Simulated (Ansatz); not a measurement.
# What NbB3 (built on the sites of a database entry of TaGa3) distorts into, part 2 of 2

Wanted: the energy along a soft mode of NbB3 (built on the sites of a database entry of TaGa3) and the structure at the end.

Ansatz 0.2.0; DFT PBE+D3(BJ), scalar-relativistic, plane waves, PAW.

So far, highest frequency on the path or at a solved wavevector (cm⁻¹): step 2 (phonons on a q mesh) 724. Also lowest frequency on the path (cm⁻¹): step 2 -461.

The structure was built from a prototype and need not be the compound's stable phase.

## Step 6: Relaxing from the distorted cell

Starting from the lowest point found, all atoms and the cell are let go, so that strain and other modes of the same symmetry can join in.

Input file input.yaml:

```yaml
crystal:
  lattice:
    - [-1.5605918717, 1.5605918717, 3.6826816775]
    - [1.5605918717, -1.5605918717, 3.6826816775]
    - [1.5605918717, 1.5605918717, -3.6826816775]
  atoms:
    - { symbol: Nb, position: [-0.0069070879, -0.0069070879, 0.0] }
    - { symbol: B, position: [0.5814623761, 0.5814623761, 0.0] }
    - { symbol: B, position: [0.7389502395, 0.2389502395, 0.5] }
    - { symbol: B, position: [0.2389502395, 0.7389502395, 0.5] }
kpoints:
  mp_grid: { grid: [20, 20, 20] }
hamiltonian:
  xc: pbe
  dispersion: d3bj
scf:
  occupations: { method: methfessel_paxton, width: 0.2 }
output:
  forces: true
  stress: true
  eigenvalues: true
relax:
  adjacent_minimum: "off"
  f_tol: 0.002
  max_steps: 120
  cell: { stress_tol: 0.03 }
```

Started as:

```
ansatz run input.yaml --threads 8 --pin off --max-ram 14336MiB --backend cpu --events-out ev --progress --plain --runs-dir out
```

Numbers of over 12 decimals in the logs are rounded to 6 here.

Output:

```text
[...]
Crystal: 4 atoms, lattice volume = 35.876 Å³
Basis set: ecut = 420 eV, 713 PW (Γ), exchange–correlation on 60×60×60 points (8 copies of the dense FFT grid, shifted against one another)
Bands: 15, of which v1, the nominal top of the filled ones, is band 11 counted from 1 (10 counted from 0)
Symmetry: 8 space group operations
[...]
k-points: 641 of 8000 (time reversal used)
[...]
SCF iter   1: F=—  HF=-5021.381548 eV  |F-HF|=—  |Δ(HF+E_count)|=         —  Δρ=8.24e-3  dr2=4.40e-2  ethr=1.77e-3  ⟨swp⟩=5.0  Hψ=49230  notcnv=0
[...]
SCF iter   6: F=-5021.371179 eV  HF=-5021.371179 eV  |F-HF|=9.57e-9  |Δ(HF+E_count)|=   9.78e-8  S|Δr|=    0.00e0  Δρ=8.87e-6  dr2=3.45e-8  ethr=4.55e-10  ⟨swp⟩=5.6  Hψ=43888  notcnv=0
SCF 1 converged in 6 iterations: F = -5021.371179 eV  dr2 = 3.45e-8
[...]
relax step   1: F+E_penalty+E_count = -5021.37117941 eV  Δ(F+E_penalty+E_count) = +0.000e0 eV  max|allowed force component| = 2.422e0 eV/Å  Δτ_max = 0.0000 Å  P = -7.246 GPa  Ω = 35.876 Å³  (6 SCF iters, dr2 threshold 1.00e-7 eV, accepted)
Crystal: 4 atoms, lattice volume = 35.226 Å³
Basis set: ecut = 420 eV, 673 PW (Γ), exchange–correlation on 60×60×60 points (8 copies of the dense FFT grid, shifted against one another)
[...]
SCF iter   6: F=-5021.854213 eV  HF=-5021.854213 eV  |F-HF|=1.68e-8  |Δ(HF+E_count)|=   6.92e-8  S|Δr|=    0.00e0  Δρ=1.09e-5  dr2=4.59e-8  ethr=1.82e-9  ⟨swp⟩=5.3  Hψ=43011  notcnv=0
SCF 2 converged in 6 iterations: F = -5021.854213 eV  dr2 = 4.59e-8
relax step   2: F+E_penalty+E_count = -5021.85421284 eV  Δ(F+E_penalty+E_count) = -4.830e-1 eV  max|allowed force component| = 1.761e0 eV/Å  Δτ_max = 0.1045 Å  P = -5.687 GPa  Ω = 35.226 Å³  energy of the carried Pulay correction = +7.978e-4 eV  (6 SCF iters, dr2 threshold 4.00e-7 eV, accepted)
Crystal: 4 atoms, lattice volume = 33.627 Å³
Basis set: ecut = 420 eV, 633 PW (Γ), exchange–correlation on 60×60×60 points (8 copies of the dense FFT grid, shifted against one another)
SCF iter   1: F=—  HF=-5022.173839 eV  |F-HF|=—  |Δ(HF+E_count)|=         —  Δρ=3.45e-2  dr2=8.28e-1  ethr=3.10e-3  ⟨swp⟩=5.7  Hψ=56461  notcnv=0
[...]
SCF iter   6: F=-5021.967859 eV  HF=-5021.967859 eV  |F-HF|=3.05e-8  |Δ(HF+E_count)|=   1.06e-6  S|Δr|=    0.00e0  Δρ=2.75e-5  dr2=2.52e-7  ethr=1.82e-9  ⟨swp⟩=4.7  Hψ=53889  notcnv=0
SCF 3 converged in 6 iterations: F = -5021.967859 eV  dr2 = 2.52e-7
relax step   3: F+E_penalty+E_count = -5021.96785876 eV  Δ(F+E_penalty+E_count) = -1.136e-1 eV  max|allowed force component| = 7.594e-1 eV/Å  Δτ_max = 0.1711 Å  P = +8.407 GPa  Ω = 33.627 Å³  energy of the carried Pulay correction = +2.826e-3 eV  (6 SCF iters, dr2 threshold 4.00e-7 eV, accepted)
[...]
relax step   4: F+E_penalty+E_count = -5022.03829988 eV  Δ(F+E_penalty+E_count) = -7.044e-2 eV  max|allowed force component| = 1.058e-1 eV/Å  Δτ_max = 0.0439 Å  P = -1.498 GPa  Ω = 34.724 Å³  energy of the carried Pulay correction = +1.425e-3 eV  (6 SCF iters, dr2 threshold 4.00e-7 eV, accepted)
[...]
relax step   5: F+E_penalty+E_count = -5022.04061553 eV  Δ(F+E_penalty+E_count) = -2.316e-3 eV  max|allowed force component| = 4.399e-2 eV/Å  Δτ_max = 0.0040 Å  P = +0.497 GPa  Ω = 34.501 Å³  energy of the carried Pulay correction = +1.706e-3 eV  (5 SCF iters, dr2 threshold 4.00e-7 eV, accepted)
[...]
relax step   6: F+E_penalty+E_count = -5022.04071384 eV  Δ(F+E_penalty+E_count) = -9.830e-5 eV  max|allowed force component| = 1.719e-2 eV/Å  Δτ_max = 0.0041 Å  P = -0.040 GPa  Ω = 34.577 Å³  energy of the carried Pulay correction = +1.610e-3 eV  (4 SCF iters, dr2 threshold 4.00e-7 eV, accepted)
[...]
relax step   7: F+E_penalty+E_count = -5022.04074138 eV  Δ(F+E_penalty+E_count) = -2.754e-5 eV  max|allowed force component| = 5.064e-4 eV/Å  Δτ_max = 0.0007 Å  P = +0.004 GPa  Ω = 34.569 Å³  energy of the carried Pulay correction = +1.620e-3 eV  (4 SCF iters, dr2 threshold 1.85e-8 eV, accepted)
[...]
relax step   8: F+E_penalty+E_count = -5022.03988041 eV  Δ(F+E_penalty+E_count) = +8.610e-4 eV  max|allowed force component| = 1.348e-3 eV/Å  Δτ_max = 0.0000 Å  P = -0.006 GPa  Ω = 34.569 Å³  stress off target by 1.02e-1 GPa  SCF on the basis re-selected at this cell (its energy is not comparable with the rows above)  (5 SCF iters)
[...]
relax step   9: F+E_penalty+E_count = -5022.03988983 eV  Δ(F+E_penalty+E_count) = -9.417e-6 eV  max|allowed force component| = 4.012e-4 eV/Å  Δτ_max = 0.0002 Å  P = -0.008 GPa  Ω = 34.568 Å³  energy of the carried Pulay correction = +1.630e-6 eV  (4 SCF iters, dr2 threshold 2.58e-8 eV, accepted)
[...]
SCF iter   4: F=-5022.039887 eV  HF=-5022.039887 eV  |F-HF|=0.00e0  |Δ(HF+E_count)|=  5.46e-12  S|Δr|=    0.00e0  Δρ=7.00e-8  dr2=1.87e-12  ethr=1.00e-12  ⟨swp⟩=5.7  Hψ=41566  notcnv=0
SCF 10 converged in 4 iterations: F = -5022.039887 eV  dr2 = 1.87e-12
relax step  10: F+E_penalty+E_count = -5022.03988713 eV  Δ(F+E_penalty+E_count) = +2.694e-6 eV  max|allowed force component| = 4.188e-4 eV/Å  Δτ_max = 0.0000 Å  P = -0.008 GPa  Ω = 34.568 Å³  stress off target by 1.25e-2 GPa  SCF on the basis re-selected at this cell (its energy is not comparable with the rows above)  (4 SCF iters)
[...]
SCF converged after 4 iterations
[...]
Free energy (F): -5022.039887 eV
[...]
Internal energy: -5022.039415 eV  (E = F + TS)
E sigma→0 (E₀):  -5022.039769 eV
Entropy (-TS):   -0.000473 eV (-0.118 meV/atom)
Fermi energy:    16.871698 eV
[...]
--- Forces (eV/Å), atoms counted from 1 ---
  atom   1  Nb     0.00000000     0.00000000     0.00041876
  atom   2  B      0.00000000    -0.00000000     0.00014931
  atom   3  B      0.00000000     0.00000000    -0.00028410
  atom   4  B     -0.00000000     0.00000000    -0.00028410
  max |Σ_I F_I| component: 1.24e-7 eV/Å
--- Stress (GPa, compression-positive) ---
       -0.012462       0.000000      -0.000000
        0.000000      -0.012462       0.000000
       -0.000000       0.000000       0.000083
  P = ⅓ Tr σ = -0.0083 GPa (-0.083 kbar)
--- Band table (eV; the first three rows and the last of 641) ---
  k-point 0: bands = [... 7 lower, 10.6610, 12.2009, 12.6142, 17.6466, 19.1751, 20.1093, 20.3725, 20.3725]
  k-point 1: bands = [... 7 lower, 10.6526, 12.3424, 12.7038, 17.8792, 18.6161, 19.8087, 20.3807, 20.7758]
  k-point 2: bands = [... 7 lower, 10.8373, 12.6074, 12.9111, 17.5487, 18.5283, 19.4905, 20.3926, 21.2494]
  k-point 640: bands = [... 7 lower, 11.7226, 12.4059, 14.1840, 16.7965, 16.7965, 19.1028, 19.2157, 19.2879]
--- Relaxed structure (8 steps of the walk, 8 accepted, 2 SCFs on fresh bases) ---
  F+E_penalty+E_count = -5022.03988713 eV   max|allowed force component| = 4.188e-4 eV/Å   (the final SCF, on the basis selected at the relaxed cell)
  cell:  # Å, volume = 34.5680 Å³
    - [-1.506143, 1.506143, 3.809616]
    - [1.506143, -1.506143, 3.809616]
    - [1.506143, 1.506143, -3.809616]
  atoms:
    - { symbol: Nb, position: [-0.027625, -0.027625, -9.754758721917829e-18] }
    - { symbol: B, position: [0.613621, 0.613621, 2.043294933627835e-17] }
    - { symbol: B, position: [0.733230, 0.233230, 0.500000] }
    - { symbol: B, position: [0.233230, 0.733230, 0.500000] }
```

The job ended after 35 s (8 threads of Intel Xeon Platinum 8488C (Sapphire Rapids), shared host; peak memory 0.87 GiB; 4.3 min of CPU time).

The steps of the relaxation:

| step | energy less that of the first step (eV) | largest force component (eV/Å) | pressure (GPa) | volume (Å³) |
| --- | --- | --- | --- | --- |
| 1 | 0.0000 | 2.4218 | -7.25 | 35.88 |
| 2 | -0.4830 | 1.7609 | -5.69 | 35.23 |
| 3 | -0.5967 | 0.7594 | 8.41 | 33.63 |
| 4 | -0.6671 | 0.1058 | -1.50 | 34.72 |
| 5 | -0.6694 | 0.0440 | 0.50 | 34.50 |
| 6 | -0.6695 | 0.0172 | -0.04 | 34.58 |
| 7 | -0.6696 | 0.0005 | 0.00 | 34.57 |
| 8* | -0.6687 | 0.0013 | -0.01 | 34.57 |
| 9 | -0.6687 | 0.0004 | -0.01 | 34.57 |
| 10* | -0.6687 | 0.0004 | -0.01 | 34.57 |

Relaxation steps marked * repeat the geometry before them on a plane-wave basis chosen anew for their cell, so energy and pressure can jump there.

The run keeps the 8 symmetry operations that it works with, so distortions that break them were not tested.

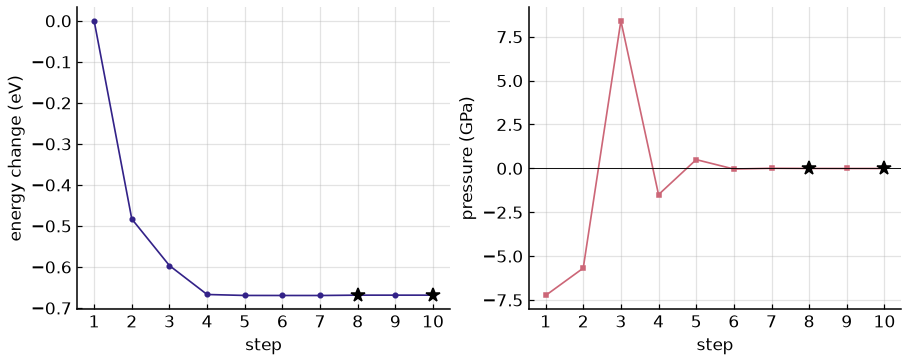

Energy and pressure along the relaxation. Stars mark steps on a basis chosen anew.

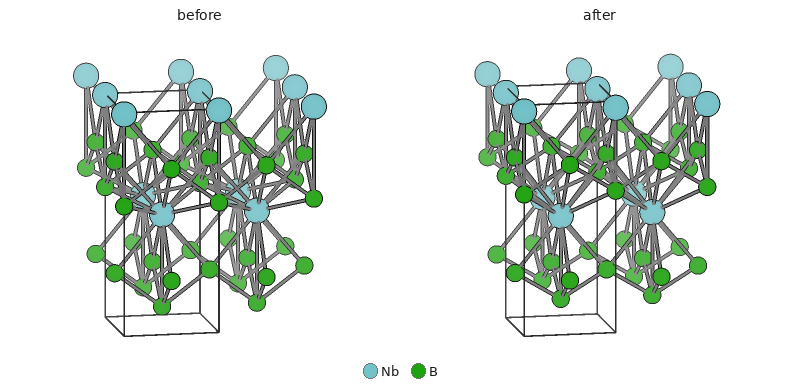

The structure before and after the relaxation, drawn at the same scale.

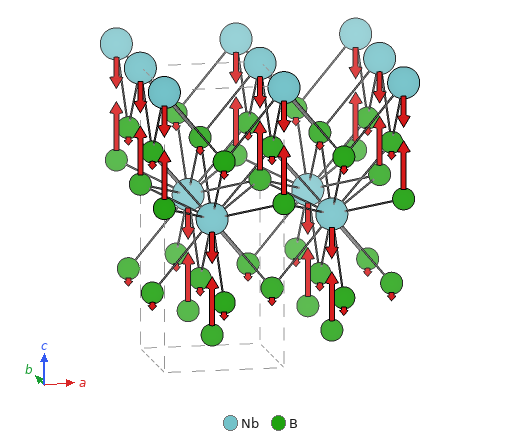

Displacements in the relaxation, exaggerated, measured against the changing cell; the longest in the cell stands for 0.25 Å. Bonds to atoms that aren't drawn are left out. 2×2×1 conventional cells are drawn. Some periodic images of atoms are drawn too.

| conventional cell, symmetrised | before | after | change |
| --- | --- | --- | --- |
| a (Å) | 3.121 | 3.012 | -3.5 % |
| b (Å) | 3.121 | 3.012 | -3.5 % |
| c (Å) | 7.365 | 7.619 | +3.4 % |
| volume (Å³/atom) | 8.97 | 8.64 | -3.6 % |

The atoms that moved most (Å, as changes of fractional coordinates times the final cell):

| atom | dx | dy | dz | length |
| --- | --- | --- | --- | --- |
| B2 | 0.000 | 0.000 | 0.245 | 0.245 |
| Nb1 | 0.000 | 0.000 | -0.158 | 0.158 |
| B4 | 0.000 | 0.000 | -0.044 | 0.044 |
| B3 | 0.000 | 0.000 | -0.044 | 0.044 |

Numbers from this step:

```yaml
pressure: -0.008280 GPa
volume_per_atom: 8.642 Å³
```

The distorted start has space group I4mm; the relaxation ends in I4mm.

## Step 7: The new phase in its own primitive cell

The relaxed structure is symmetrised, reduced to its primitive cell and relaxed tightly, as its phonons need.

input.yaml, the sections that differ from step 6:

```yaml
crystal:
  lattice:
    - [-1.506143427, 1.506143427, 3.8096156125]
    - [1.506143427, -1.506143427, 3.8096156125]
    - [1.506143427, 1.506143427, -3.8096156125]
  atoms:
    - { symbol: Nb, position: [0.9723753313, 0.9723753313, 0.0] }
    - { symbol: B, position: [0.6136210315, 0.6136210315, 0.0] }
    - { symbol: B, position: [0.7332297022, 0.2332297022, 0.5] }
    - { symbol: B, position: [0.2332297022, 0.7332297022, 0.5] }
relax:
  adjacent_minimum: "off"
  f_tol: 0.001
  max_steps: 60
  cell: { stress_tol: 0.01 }
# kpoints, hamiltonian, scf, output: as in step 6
```

Output:

```text
[...]
--- Relaxed structure (2 steps of the walk, 2 accepted, 1 SCFs on fresh bases) ---
[...]
cell:  # Å, volume = 34.5671 Å³
    - [-1.506113, 1.506113, 3.809677]
    - [1.506113, -1.506113, 3.809677]
    - [1.506113, 1.506113, -3.809677]
  atoms:
    - { symbol: Nb, position: [0.972376, 0.972376, 0] }
    - { symbol: B, position: [0.613621, 0.613621, 0] }
    - { symbol: B, position: [0.733230, 0.233230, 0.500000] }
    - { symbol: B, position: [0.233230, 0.733230, 0.500000] }
[key lines of the parts left out:]
SCF converged after 4 iterations
Free energy (F): -5022.039886 eV
Fermi energy:    16.872162 eV
P = ⅓ Tr σ = -0.0021 GPa (-0.021 kbar)
```

It took 9.3 s on 8 threads; peak memory 0.85 GiB.

Little changed from the start: no atom moved by 0.005 Å and no cell edge by 0.1 %.

This step gave:

```
pressure : -0.002132 GPa
```

The largest force component left is 0.24 meV/Å and the pressure is -0.002 GPa, within the tolerances set. The cell now holds 8.64 Å³/atom.

## Step 8: Modes of the new phase

A relaxed structure may still be a saddle point, so its zone-centre modes are computed. No field response is asked, since the mesh shows no gap.

input.yaml, the sections that differ from step 7:

```yaml
crystal:
  lattice:
    - [-1.5061130502, 1.5061130502, 3.809677388]
    - [1.5061130502, -1.5061130502, 3.809677388]
    - [1.5061130502, 1.5061130502, -3.809677388]
  atoms:
    - { symbol: Nb, position: [0.9723759528, 0.9723759528, 0.0] }
    - { symbol: B, position: [0.613620689, 0.613620689, 0.0] }
    - { symbol: B, position: [0.7332295627, 0.2332295627, 0.5] }
    - { symbol: B, position: [0.2332295627, 0.7332295627, 0.5] }
output:
  eigenvalues: true
phonons:
  method: dfpt
# kpoints, hamiltonian, scf: as in step 7
# relax: removed
```

Output:

```text
zone centre: on kpoints.mp_grid the ground state, and the responses unless they are solved on pairs of k-points, stand on 1166 of the mesh's 8000 k-points, reduced under 4 symmetry operations, with k and −k counted as one. Each operation leaves every solved displacement unchanged or reverses it
[...]
Crystal: 4 atoms, lattice volume = 34.567 Å³
Basis set: ecut = 420 eV, 657 PW (Γ), exchange–correlation on 60×60×60 points (8 copies of the dense FFT grid, shifted against one another)
Bands: 15, of which v1, the nominal top of the filled ones, is band 11 counted from 1 (10 counted from 0)
Symmetry: 8 space group operations
k-points: 1166 of 8000 (irreducible under 4 space group operations, time reversal used)
[...]
SCF iter   1: F=—  HF=-5022.051416 eV  |F-HF|=—  |Δ(HF+E_count)|=         —  Δρ=9.78e-3  dr2=5.38e-2  ethr=1.77e-3  ⟨swp⟩=5.0  Hψ=90222  notcnv=0
[...]
SCF iter   9: F=-5022.039886 eV  HF=-5022.039886 eV  |F-HF|=0.00e0  |Δ(HF+E_count)|=  6.37e-12  S|Δr|=    0.00e0  Δρ=3.98e-8  dr2=5.72e-13  ethr=1.00e-12  ⟨swp⟩=5.5  Hψ=71020  notcnv=0
SCF 1 converged in 9 iterations: F = -5022.039886 eV  dr2 = 5.72e-13
[...]
DFPT response loops at Γ: preconditioner auto → Kerker (q_TF=auto, 2.530 Å⁻¹) (partly filled bands, converged f_vac=0.000); β = 1.00, the filter's whole step (`scf.mixing.beta` (0.50) is not read by the response loops under this deck's `scf.mixing.preconditioner`; to damp them name `kerker` or `kerker_dos`, under which they read `scf.mixing.beta`, and type it under 1.00, their step now; both keys bind the ground state too); Broyden in place of MSR1
SCF converged after 9 iterations
[...]
Free energy (F): -5022.039886 eV
[...]
Internal energy: -5022.039414 eV  (E = F + TS)
E sigma→0 (E₀):  -5022.039768 eV
Entropy (-TS):   -0.000472 eV (-0.118 meV/atom)
Fermi energy:    16.872162 eV
[...]
--- Band table (eV; the first three rows and the last of 1166) ---
  k-point 0: bands = [... 7 lower, 10.6615, 12.2010, 12.6146, 17.6475, 19.1758, 20.1098, 20.3732, 20.3732]
  k-point 1: bands = [... 7 lower, 10.6528, 12.3426, 12.7043, 17.8801, 18.6168, 19.8091, 20.3814, 20.7765]
  k-point 2: bands = [... 7 lower, 10.8375, 12.6075, 12.9116, 17.5493, 18.5292, 19.4909, 20.3932, 21.2501]
  k-point 1165: bands = [... 7 lower, 11.7231, 12.4065, 14.1841, 16.7970, 16.7970, 19.1031, 19.2163, 19.2886]
--- Phonons (Γ-DFPT): 7 representative perturbations + reference, on 1166 of 8000 k-points (Σ response iterations 21) ---
  k mesh reduced under 4 symmetry operations, with k and −k counted as one. Each operation leaves every solved displacement unchanged or reverses it
  ASR residual: 1.215e-5 → 0.000e0 eV/Å²; symmetrization residual: 1.662e-6 eV/Å²
[...]
ASR residual per site (eV/Å²): 1.22e-5 1.45e-6 9.32e-6 9.32e-6
[...]
non-analytic LO–TO correction: not included (Born effective charges unavailable; polar crystals: no LO–TO splitting at Γ)
```

The job ended after 67 s (8 threads; peak memory 2.3 GiB; 7.5 min of CPU time).

This step gave:

```yaml
sum_rule_residual_before_enforcement: 1.22e-5 eV/Å²
point_group: 4mm
highest_optical_mode_at_the_zone_centre_no_lo_to_term: 821 cm⁻¹
lowest_optical_zone_centre_mode: -377.4 cm⁻¹
```

Patterns of degenerate modes are one choice out of their space. The modes at Γ (shares of kinetic energy by element, %) (negative means imaginary):

| mode | frequency (cm⁻¹) | symmetry | Nb % | B % |
| --- | --- | --- | --- | --- |
| 1 | -377.4 | E | 0 | 100 |
| 2 | -377.4 | E | 0 | 100 |
| 3 | 0.0 | acoustic | 74 | 26 |
| 4 | 0.0 | acoustic | 74 | 26 |
| 5 | 0.0 | acoustic | 74 | 26 |
| 6 | 390.4 | E | 25 | 75 |
| 7 | 390.4 | E | 25 | 75 |
| 8 | 439.5 | A1 | 23 | 77 |
| 9 | 619.4 | B1 | 0 | 100 |
| 10 | 674.2 | A1 | 3 | 97 |
| 11 | 821.0 | E | 0 | 100 |
| 12 | 821.0 | E | 0 | 100 |

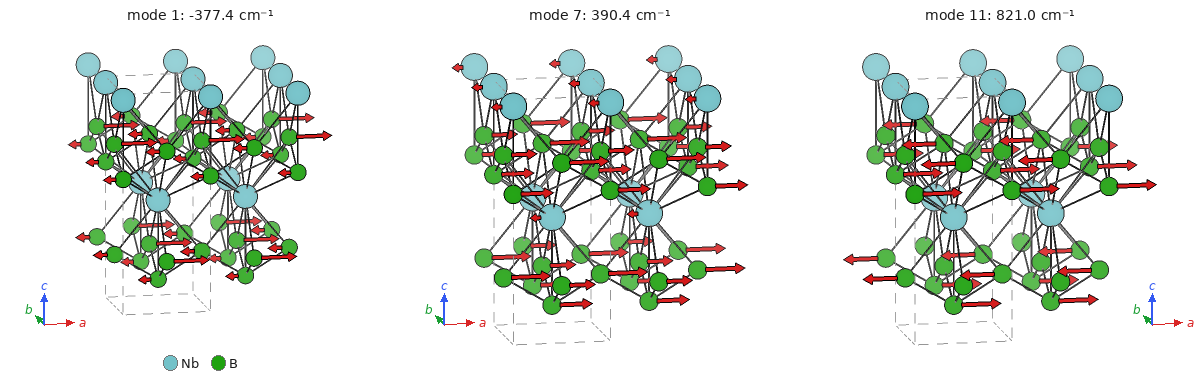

Displacement patterns of modes 1, 7 and 11 at Γ; arrows are exaggerated. 2×2×1 conventional cells are drawn. Some periodic images of atoms are drawn too.

Before it was imposed, the acoustic sum rule was missed by 1.2e-5 eV/Å². Small misses are needed for a sound result but don't prove that mesh and cutoff are converged. The lowest optical mode is imaginary, 377.4i cm⁻¹, so the energy falls along it.

## Step 9: What came out

```yaml
unstable_mode_of_the_parent: q = (0, 0, 0), 462i cm⁻¹
depth_at_the_lowest_point_sampled: 299 meV/atom
largest_atomic_shift_at_that_point: 0.6 Å
space_group_reached_within_0p01_a: I4mm
energy_gained_over_the_parent_first_relaxation_on_the_mesh_of_the_frozen_mode: 467 meV/atom
volume_per_atom_phase_reached: 8.64 Å³
lowest_optical_zone_centre_mode_phase_reached: -377 cm⁻¹
highest_optical_mode_at_the_zone_centre_no_lo_to_term_phase_reached: 821 cm⁻¹
```

Along this mode the structure falls into I4mm, 467 meV/atom below the parent. At the parent's cell the well is 299.5 meV/atom deep on the steps tried, with its lowest point at a shift of 0.6 Å. That is the last step tried, so the steps alone don't bracket the bottom of the well. Relaxing atoms and cell changes the gain by +167.08 meV/atom against the lowest step (energies at zero smearing). The new phase still has an imaginary mode at the zone centre of its cell, so it is a saddle point on the way to a lower structure. Of the 2 patterns followed to their end from this parent, this one ends 84.5 meV/atom above the lowest, Cmcm. Each path keeps the symmetry of its pattern, so a lower phase may lie along a pattern not tried. The q mesh stands for a supercell only 6.2 Å across, so branches between the solved wavevectors are rough. With no gap, or one that is small against the smearing, the frequencies hang on the k mesh and the smearing, most of all near Kohn anomalies. A phonon run warned that its eigensolver left some bands unconverged in a pass. In the phonons the program treats the change of the C6 weights of the dispersion term with coordination only in part. The starting cell was built on a prototype and not taken from a measurement, so the phase need not exist.

[Logs are printed without paths, hosts, clocks, repeated set-up lines and the standing remarks that a program may print on its own settings, such as how far it seeks lower states.]

[Hosts, paths, dates, database ids (printed as entryN), source tags and the programs' standing remarks are cut or masked in the printed files.]
